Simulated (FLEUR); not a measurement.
# E(M) of MnRh

Wanted: E(M) for MnRh, with its minima.

Calculated with FLEUR MaX-R8.1; LDA (VWN); all-electron FLAPW, Dirac cores, scalar-relativistic bands.

**1. Set-up**

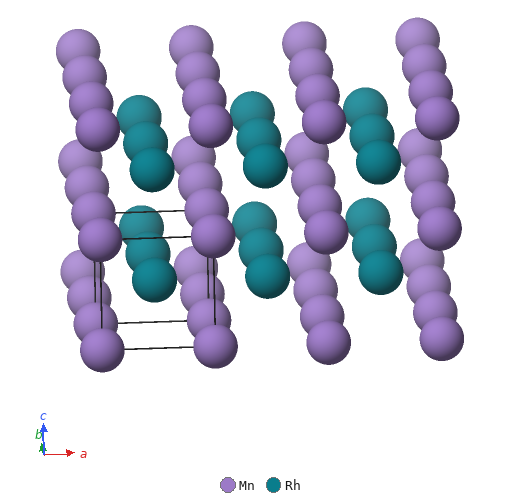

The cell as given, slightly off an axis (manganese light purple, rhodium blue). 3×3×2 cells are drawn. Some periodic images of atoms are drawn too.

As a file:

```cif
data_structure
_symmetry_space_group_name_H-M 'Pm-3m'
_symmetry_Int_Tables_number 221
_cell_length_a 3.0440
_cell_length_b 3.0440
_cell_length_c 3.0440
_cell_angle_alpha 90.000
_cell_angle_beta 90.000
_cell_angle_gamma 90.000
_cell_volume 28.21
loop_
_atom_site_label
_atom_site_type_symbol
_atom_site_symmetry_multiplicity
_atom_site_Wyckoff_symbol
_atom_site_fract_x
_atom_site_fract_y
_atom_site_fract_z
_atom_site_occupancy
Mn1 Mn 1 a 0.00000 0.00000 0.00000 1
Rh1 Rh 1 b 0.50000 0.50000 0.50000 1
```

**2. The free run**

The free run tells which range of moments is worth scanning.

inpgen writes inp.xml from crystal.txt; cutoffs, mixing, functional, smearing and local orbitals are then set in the file. The k list default-1 (kpts.xml, not shown) is a Γ-centred 10×10×10 mesh; where the ranks do not divide the number of points, some are split in two of half the weight.

File inp.xml:

```
<?xml version="1.0" encoding="UTF-8" standalone="no"?>
<fleurInput fleurInputVersion="0.39">
   <comment>
      MnRh
   </comment>
   <calculationSetup>
      <cutoffs Kmax="3.6" Gmax="10.8" GmaxXC="10.8" numbands="0"/>
      <scfLoop itmax="90" minDistance="0.00002" maxIterBroyd="15" imix="Anderson" alpha="0.05" precondParam="0.0" spinf="2.0" sdNocoIR="T"/>
      <coreElectrons ctail="T" frcor="F" kcrel="0" coretail_lmax="0"/>
      <xcFunctional name="vwn" relativisticCorrections="F"/>
      <magnetism jspins="2"/>
      <soc l_soc="F" theta="0.0" phi="0.0" spav="F"/>
      <expertModes spex="0" secvar="F"/>
      <geometryOptimization l_f="F" forcealpha="1.0" forcemix="BFGS" epsdisp="0.00001" epsforce="0.00001"/>
      <ldaU l_linMix="F" mixParam="0.05" spinf="1.0"/>
   </calculationSetup>
   <cell>
      <bzIntegration valenceElectrons="30.0" mode="hist" fermiSmearingEnergy="0.00183747">
         <kPointListSelection listName="default-1"/>
         <xi:include xmlns:xi="http://www.w3.org/2001/XInclude" href="kpts.xml"> </xi:include>
      </bzIntegration>
      <xi:include xmlns:xi="http://www.w3.org/2001/XInclude" href="sym.xml"> </xi:include>
      <bulkLattice scale="1.0">
         <bravaisMatrix>
            <row-1>    5.7523263232824000     0.0000000000000000     0.0000000000000000</row-1>
            <row-2>    0.0000000000000000     5.7523263232824000     0.0000000000000000</row-2>
            <row-3>    0.0000000000000000     0.0000000000000000     5.7523263232824000</row-3>
         </bravaisMatrix>
      </bulkLattice>
   </cell>
   <atomSpecies>
      <species name="Manganese 3.500" element="Mn" atomicNumber="25">
         <mtSphere radius="2.43" gridPoints="803" logIncrement="0.015"/>
         <atomicCutoffs lmax="10" lnonsphr="8"/>
         <electronConfig flipSpins="F">
            <coreConfig>(1s1/2) (2s1/2) (2p1/2) (2p3/2)</coreConfig>
            <valenceConfig>(3s1/2) (3p1/2) (3p3/2) (4s1/2) (3d3/2) (3d5/2)</valenceConfig>
            <stateOccupation state="(3d3/2)" spinUp="1.25" spinDown="0.75"/>
            <stateOccupation state="(3d5/2)" spinUp="3.0" spinDown="0.0"/>
         </electronConfig>
         <energyParameters s="4" p="4" d="3" f="4"/>
         <lo type="SCLO" l="0" n="3" eDeriv="0"/>
         <lo type="SCLO" l="1" n="3" eDeriv="0"/>
      </species>
      <species name="Rhodium (Rh)" element="Rh" atomicNumber="45">
         <mtSphere radius="2.43" gridPoints="803" logIncrement="0.016"/>
         <atomicCutoffs lmax="10" lnonsphr="8"/>
         <electronConfig flipSpins="F">
            <coreConfig>(1s1/2) (2s1/2) (2p1/2) (2p3/2) (3s1/2) (3p1/2) (3p3/2) (4s1/2) (3d3/2) (3d5/2)</coreConfig>
            <valenceConfig>(4p1/2) (4p3/2) (5s1/2) (4d3/2) (4d5/2)</valenceConfig>
            <stateOccupation state="(5s1/2)" spinUp="0.500000" spinDown="0.500000"/>
            <stateOccupation state="(4d3/2)" spinUp="1.600000" spinDown="1.600000"/>
            <stateOccupation state="(4d5/2)" spinUp="2.400000" spinDown="2.400000"/>
         </electronConfig>
         <energyParameters s="5" p="5" d="4" f="4"/>
         <lo type="SCLO" l="1" n="4" eDeriv="0"/>
      </species>
   </atomSpecies>
   <atomGroups>
      <atomGroup species="Manganese 3.500">
         <relPos label="                   1">.0000000000 .0000000000 .0000000000</relPos>
         <force calculate="T" relaxXYZ="TTT"/>
      </atomGroup>
      <atomGroup species="Rhodium (Rh)">
         <relPos label="                   2">1.000/2.000 1.000/2.000 1.000/2.000</relPos>
         <force calculate="T" relaxXYZ="TTT"/>
      </atomGroup>
   </atomGroups>
   <output dos="F" band="F" slice="F">
      <bandDOS minEnergy="-.5*Htr" maxEnergy="0.5*Htr" sigma="0.015" storeEVData="T"/>
      <plotting iplot="0" polar="F">
         <plot TwoD="T" vec1="  1.0  0.0  0.0" vec2="  0.0  1.0  0.0" vec3="  0.0  0.0  1.0" zero="  0.0  0.0  0.0" file="plot"/>
      </plotting>
      <moessbauerParams electricFieldGradient="F" isomerShift="F" coreHyperfine="F" valenceHyperfine="F"/>
   </output>
</fleurInput>
```

File crystal.txt:

```
MnRh
&input film=F cartesian=F /
3.04400000000  0.00000000000  0.00000000000
0.00000000000  3.04400000000  0.00000000000
0.00000000000  0.00000000000  3.04400000000
1.8897261246
1.0 1.0 1.0

2
25 0.00000000000  0.00000000000  0.00000000000 : 3.500
45 0.50000000000  0.50000000000  0.50000000000

&kpt div1=10 div2=10 div3=10 gamma=T /
```

On the command line:

```bash
> OMP_NUM_THREADS=1 inpgen -f crystal.txt > inpgen.log  # inp.xml is then edited as shown
> OMP_NUM_THREADS=1 mpirun -n 4 fleur_MPI > fleur.log
```

The log of the run:

```text
Welcome to FLEUR        (www.flapw.de)
      MaX-Release 8.1          (www.max-centre.eu)

 ========== k-point set info ==========
 Selected k-point list: default-1
 k-point list type: mesh
 10 x 10 x 10
 Number of k points: 56

 ------------Calculation Setup---------------------------
 Number of MPI-tasks      :            4
 Number of PE/node        :            4
 Number of OMP-threads    :            1
 k-points in parallel     :            4
 pe's per k-point         :            1
 No of k-point loops      :           14
 Eigenvalue solver        :       lapack
 Number of basis functions:          172
 Approximate size of matrices (H+S) per k-point:         0.000 GB
 --------------------------------------------------------
 Iteration:     1   Distance:      28.07435259 me/bohr^3
 Iteration:     2   Distance:      14.53298608 me/bohr^3
 Iteration:     3   Distance:       9.56738099 me/bohr^3
 Iteration:     4   Distance:       7.75628506 me/bohr^3
 Iteration:     5   Distance:       7.10616107 me/bohr^3
 Iteration:     6   Distance:       5.50018791 me/bohr^3
 Iteration:     7   Distance:       1.39138704 me/bohr^3
 Iteration:     8   Distance:       1.13683126 me/bohr^3
 Iteration:     9   Distance:       0.54741199 me/bohr^3
 Iteration:    10   Distance:       0.48461382 me/bohr^3
 Iteration:    11   Distance:       0.11220862 me/bohr^3
 Iteration:    12   Distance:       0.10909066 me/bohr^3
 Iteration:    13   Distance:       0.03133996 me/bohr^3
 Iteration:    14   Distance:       0.01392482 me/bohr^3
 Iteration:    15   Distance:       0.00562106 me/bohr^3
 Iteration:    16   Distance:       0.00532820 me/bohr^3
 Iteration:    17   Distance:       0.00509462 me/bohr^3
 Iteration:    18   Distance:       0.00412842 me/bohr^3
 Iteration:    19   Distance:       0.00072041 me/bohr^3
 Iteration:    20   Distance:       0.00021900 me/bohr^3
 Iteration:    21   Distance:       0.00012858 me/bohr^3
 Iteration:    22   Distance:       0.00004994 me/bohr^3
 Iteration:    23   Distance:       0.00000759 me/bohr^3

 ********************************************************************
 Run finished successfully
 Stop message:
   all done
 ********************************************************************

--- out.xml (last complete iteration) ---
<iteration numberForCurrentRun="   23" overallNumber="   23">
         [... left out ...]
         <bandgap value="0.0235434392" units="eV"/>
         <sumValenceSingleParticleEnergies value="-16.9118677416" units="Htr"/>
         <FermiEnergy value="0.3674282697" units="Htr"/>
         <valenceDensity>
            <mtCharges spin="1">
               <mtCharge atomType="1" total="8.6960891" s="1.2150842" p="3.2020801" d="4.2496774" f="0.0219671"/>
               <mtCharge atomType="2" total="7.0979181" s="0.1721176" p="3.1328349" d="3.7688370" f="0.0187414"/>
            </mtCharges>
            <mtCharges spin="2">
               <mtCharge atomType="1" total="5.2364033" s="1.1953409" p="3.1897367" d="0.8267099" f="0.0188713"/>
               <mtCharge atomType="2" total="6.5230211" s="0.1837947" p="3.1368996" d="3.1922885" f="0.0081296"/>
            </mtCharges>
            <spinDependentCharge spin="1" total="17.0494311" interstitial="1.2554239" mtSpheres="15.7940072"/>
            <spinDependentCharge spin="2" total="12.9505689" interstitial="1.1911445" mtSpheres="11.7594244"/>
            <totalCharge value="30.0000000000"/>
         </valenceDensity>
         [... left out ...]
         <allElectronCharges>
            <spinDependentCharge spin="1" total="37.0494311" interstitial="1.2565824" mtSpheres="35.7928487"/>
            <spinDependentCharge spin="2" total="32.9505688" interstitial="1.1923146" mtSpheres="31.7582542"/>
            <totalCharge value="69.9999999812"/>
         </allElectronCharges>
         <magneticMomentsInMTSpheres units="muBohr">
            <globalMagMoment atomType="1" vec="0.00000   0.00000   3.45968"/>
            <localMagMoment atomType="1" vec="0.00000   0.00000   3.45968"/>
            <globalMagMoment atomType="2" vec="0.00000   0.00000   0.57491"/>
            <localMagMoment atomType="2" vec="0.00000   0.00000   0.57491"/>
         </magneticMomentsInMTSpheres>
         <moessbauerParams unitsHFF="kG" unitsIS="e/bohr^3" unitsEFG="Htr/bohr^2">
         </moessbauerParams>
         <totalEnergy value="    -5937.2692846372" units="Htr">
            <sumOfEigenvalues value="    -3521.7997480484">
               <coreElectrons value="-3504.8878803069"/>
               <valenceElectrons value="-16.9118677416"/>
            </sumOfEigenvalues>
            <densityCoulombPotentialIntegral value="-9429.7303874194"/>
            <densityEffectivePotentialIntegral value="-9674.2496322166"/>
            <chargeDenXCDenIntegral value="-184.5231322940"/>
            <FockExchangeEnergyValence value="0.0000000000"/>
            <FockExchangeEnergyCore value="0.0000000000"/>
            <atomTypeDependentContributions atomType="1">
               <electronNucleiInteractionDifferentMTs value="1379.7855081165"/>
               <MadelungTerm value="-10.1136418185"/>
            </atomTypeDependentContributions>
            <atomTypeDependentContributions atomType="2">
               <electronNucleiInteractionDifferentMTs value="5779.4917181740"/>
               <MadelungTerm value="-20.9399746926"/>
            </atomTypeDependentContributions>
            <tkbTimesEntropy value="0.0004442942"/>
            <freeEnergy value="-5937.2697289314"/>
            <extrapolationTo0K value="-5937.2695067843"/>
         </totalEnergy>
         <densityConvergence units="me/bohr^3">
            <chargeDensity spin="1" distance="0.0000049168"/>
            <chargeDensity spin="2" distance="0.0000056818"/>
            <overallChargeDensity distance="0.0000074323"/>
            <spinDensity distance="0.0000075945"/>
         </densityConvergence>
      </iteration>
```

Run time: 22 s. Hardware: 4 MPI ranks of Arm Neoverse N1, shared host; peak memory 0.2 GiB; 89 s of CPU time.

Spin moment in the muffin-tin sphere by atom:

| atom | spin moment in the muffin-tin sphere (μB) |
| --- | --- |
| Mn1 | 3.46 |
| Rh2 | 0.57 |

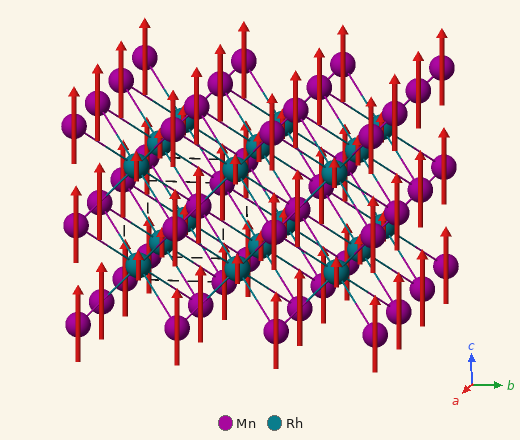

Spin moment in the muffin-tin sphere as arrows, the longest 3.46 μB. Up and down stand for the sign. Arrows give size and sign along the axis of quantisation, drawn up and down the page. Each arrow also spans its atom, so small moments look longer than they are. 3×3×2 cells are drawn. Some periodic images of atoms are drawn too.

Numbers from this step:

```
free energy                                                       : -161561.3398 eV
program's band gap on this mesh (in a metal only a level spacing) : 0.02354 eV
magnetization                                                     : 4.099 μB
final state                                                       : ferromagnetic
```

After 23 cycles the largest moment stands at 3.46 μB.

**3. No spin polarisation**

inp.xml, as its differences from that of step 2:

```diff
@@ -10,3 +10,3 @@
       <xcFunctional name="vwn" relativisticCorrections="F"/>
-      <magnetism jspins="2"/>
+      <magnetism jspins="1"/>
       <soc l_soc="F" theta="0.0" phi="0.0" spav="F"/>
@@ -31,3 +31,3 @@
    <atomSpecies>
-      <species name="Manganese 3.500" element="Mn" atomicNumber="25">
+      <species name="Manganese (Mn)" element="Mn" atomicNumber="25">
          <mtSphere radius="2.43" gridPoints="803" logIncrement="0.015"/>
@@ -37,4 +37,4 @@
             <valenceConfig>(3s1/2) (3p1/2) (3p3/2) (4s1/2) (3d3/2) (3d5/2)</valenceConfig>
-            <stateOccupation state="(3d3/2)" spinUp="1.25" spinDown="0.75"/>
-            <stateOccupation state="(3d5/2)" spinUp="3.0" spinDown="0.0"/>
+            <stateOccupation state="(3d3/2)" spinUp="1.000000" spinDown="1.000000"/>
+            <stateOccupation state="(3d5/2)" spinUp="1.500000" spinDown="1.500000"/>
          </electronConfig>
@@ -59,3 +59,3 @@
    <atomGroups>
-      <atomGroup species="Manganese 3.500">
+      <atomGroup species="Manganese (Mn)">
          <relPos label="                   1">.0000000000 .0000000000 .0000000000</relPos>
```

crystal.txt, as its differences from that of step 2:

```diff
@@ -9,3 +9,3 @@
 2
-25 0.00000000000  0.00000000000  0.00000000000 : 3.500
+25 0.00000000000  0.00000000000  0.00000000000
 45 0.50000000000  0.50000000000  0.50000000000
```

The log of the run:

```text
[banner, memory and clock lines left out]
Welcome to FLEUR        (www.flapw.de)
      MaX-Release 8.1          (www.max-centre.eu)

 ========== k-point set info ==========
 Selected k-point list: default-1
 k-point list type: mesh
 10 x 10 x 10
 Number of k points: 56

 [... set-up left out ...]
 Iteration:     1   Distance:      47.22394809 me/bohr^3
 Iteration:     2   Distance:      15.61449296 me/bohr^3
 Iteration:     3   Distance:      13.65460591 me/bohr^3
 Iteration:     4   Distance:       4.97486568 me/bohr^3
 Iteration:     5   Distance:       4.68211371 me/bohr^3
 Iteration:     6   Distance:       0.99989420 me/bohr^3
 Iteration:     7   Distance:       0.67141895 me/bohr^3
 Iteration:     8   Distance:       0.19949439 me/bohr^3
[... lines left out ...]
 Iteration:    14   Distance:       0.00019202 me/bohr^3
 Iteration:    15   Distance:       0.00021774 me/bohr^3
 Iteration:    16   Distance:       0.00018387 me/bohr^3
 Iteration:    17   Distance:       0.00005547 me/bohr^3
 Iteration:    18   Distance:       0.00005027 me/bohr^3
 Iteration:    19   Distance:       0.00000596 me/bohr^3

 ********************************************************************
 Run finished successfully
 Stop message:
   all done
 ********************************************************************

--- out.xml (last complete iteration) ---
<iteration numberForCurrentRun="   19" overallNumber="   19">
         [... left out ...]
         <bandgap value="0.0009191810" units="eV"/>
         <sumValenceSingleParticleEnergies value="-17.0575132737" units="Htr"/>
         <FermiEnergy value="0.3630460194" units="Htr"/>
         [... left out ...]
         <totalEnergy value="    -5937.2301641976" units="Htr">
            <sumOfEigenvalues value="    -3522.6442675180">
               <coreElectrons value="-3505.5867542443"/>
               <valenceElectrons value="-17.0575132737"/>
            </sumOfEigenvalues>
         [... left out ...]
            <freeEnergy value="-5937.2322802864"/>
            <extrapolationTo0K value="-5937.2312222420"/>
         </totalEnergy>
         <densityConvergence units="me/bohr^3">
            <chargeDensity spin="1" distance="0.0000059553"/>
         </densityConvergence>
      </iteration>
```

Run time: 9.8 s. Hardware: 4 MPI ranks; peak memory 0.17 GiB.

Numbers from this step:

* free energy: -161560.3208 eV
* program's band gap on this mesh (in a metal only a level spacing): 9.19e-4 eV
* final state: non-magnetic (no spin polarisation)

Its energy lies +1019.0 meV a cell from the free run's.

**4. Moment fixed at 3.689 μB**

Two Fermi energies hold the total moment; the run starts from the free run's density.

inp.xml, as its differences from that of step 3:

```diff
@@ -10,3 +10,3 @@
       <xcFunctional name="vwn" relativisticCorrections="F"/>
-      <magnetism jspins="1"/>
+      <magnetism jspins="2" fixed_moment="3.689"/>
       <soc l_soc="F" theta="0.0" phi="0.0" spav="F"/>
@@ -31,3 +31,3 @@
    <atomSpecies>
-      <species name="Manganese (Mn)" element="Mn" atomicNumber="25">
+      <species name="Manganese 3.500" element="Mn" atomicNumber="25">
          <mtSphere radius="2.43" gridPoints="803" logIncrement="0.015"/>
@@ -37,4 +37,4 @@
             <valenceConfig>(3s1/2) (3p1/2) (3p3/2) (4s1/2) (3d3/2) (3d5/2)</valenceConfig>
-            <stateOccupation state="(3d3/2)" spinUp="1.000000" spinDown="1.000000"/>
-            <stateOccupation state="(3d5/2)" spinUp="1.500000" spinDown="1.500000"/>
+            <stateOccupation state="(3d3/2)" spinUp="1.25" spinDown="0.75"/>
+            <stateOccupation state="(3d5/2)" spinUp="3.0" spinDown="0.0"/>
          </electronConfig>
@@ -59,3 +59,3 @@
    <atomGroups>
-      <atomGroup species="Manganese (Mn)">
+      <atomGroup species="Manganese 3.500">
          <relPos label="                   1">.0000000000 .0000000000 .0000000000</relPos>
```

On the command line:

```bash
> OMP_NUM_THREADS=1 mpirun -n 4 fleur_MPI > fleur.log
```

The log of the run:

```text
[banner, memory and clock lines left out]
Welcome to FLEUR        (www.flapw.de)
      MaX-Release 8.1          (www.max-centre.eu)

 ========== k-point set info ==========
 Selected k-point list: default-1
 k-point list type: mesh
 10 x 10 x 10
 Number of k points: 56

 [... set-up left out ...]
 Iteration:     1   Distance:       4.62453378 me/bohr^3
 Iteration:     2   Distance:       4.40822831 me/bohr^3
 Iteration:     3   Distance:       1.85596908 me/bohr^3
 Iteration:     4   Distance:       0.80602657 me/bohr^3
 Iteration:     5   Distance:       0.15938174 me/bohr^3
 Iteration:     6   Distance:       0.11585467 me/bohr^3
 Iteration:     7   Distance:       0.03709815 me/bohr^3
 Iteration:     8   Distance:       0.02952413 me/bohr^3
 Iteration:     9   Distance:       0.00542029 me/bohr^3
 Iteration:    10   Distance:       0.00212144 me/bohr^3
 Iteration:    11   Distance:       0.00193093 me/bohr^3
 Iteration:    12   Distance:       0.00060894 me/bohr^3
 Iteration:    13   Distance:       0.00014614 me/bohr^3
 Iteration:    14   Distance:       0.00008084 me/bohr^3
 Iteration:    15   Distance:       0.00001300 me/bohr^3

 ********************************************************************
 Run finished successfully
 Stop message:
   all done
 ********************************************************************

--- out.xml (last complete iteration) ---
<iteration numberForCurrentRun="   15" overallNumber="   38">
         [... left out ...]
         <bandgap value="0.0299183148" units="eV"/>
         <sumValenceSingleParticleEnergies value="-8.2167564673" units="Htr"/>
         <bandgap value="0.0077257314" units="eV"/>
         <sumValenceSingleParticleEnergies value="-16.9446972669" units="Htr"/>
         <FermiEnergy value="0.3834454959" units="Htr"/>
         <FixedTotalMoment fermiEnergyUp="0.3628033869" fermiEnergyDown="0.3834454959" units="Htr"/>
         [... left out ...]
         <magneticMomentsInMTSpheres units="muBohr">
            <globalMagMoment atomType="1" vec="0.00000   0.00000   3.27526"/>
            <globalMagMoment atomType="2" vec="0.00000   0.00000   0.37492"/>
         </magneticMomentsInMTSpheres>
         [... left out ...]
         <totalEnergy value="    -5937.2664319453" units="Htr">
            <sumOfEigenvalues value="    -3521.9468772600">
               <coreElectrons value="-3505.0021799931"/>
               <valenceElectrons value="-16.9446972669"/>
            </sumOfEigenvalues>
         [... left out ...]
            <freeEnergy value="-5937.2671889099"/>
            <extrapolationTo0K value="-5937.2668104276"/>
         </totalEnergy>
         <densityConvergence units="me/bohr^3">
            <chargeDensity spin="1" distance="0.0000032696"/>
            <chargeDensity spin="2" distance="0.0000122876"/>
            <overallChargeDensity distance="0.0000124249"/>
            <spinDensity distance="0.0000129989"/>
         </densityConvergence>
      </iteration>
```

The job ended after 15 s (4 MPI ranks; peak memory 0.2 GiB; 58 s of CPU time).

Read from the output:

```yaml
magnetization: 3.689 μB
```

Its energy lies +69.1 meV a cell from the free run's.

(Part 1 of 2 ends here.)

[Logs and program files are shortened in this print: banners, set-up blocks, solver, clock and traceback lines can be left out without a mark of their own.]

[Logs are printed without paths, hosts, clocks, repeated set-up lines and the standing remarks that a program may print on its own settings, such as how far it seeks lower states.]

[Hosts, paths, dates, database ids (printed as entryN), source tags and the programs' standing remarks are cut or masked in the printed files.]

[Where a cell is said to come from a database of computed structures, the database is the Materials Project.]
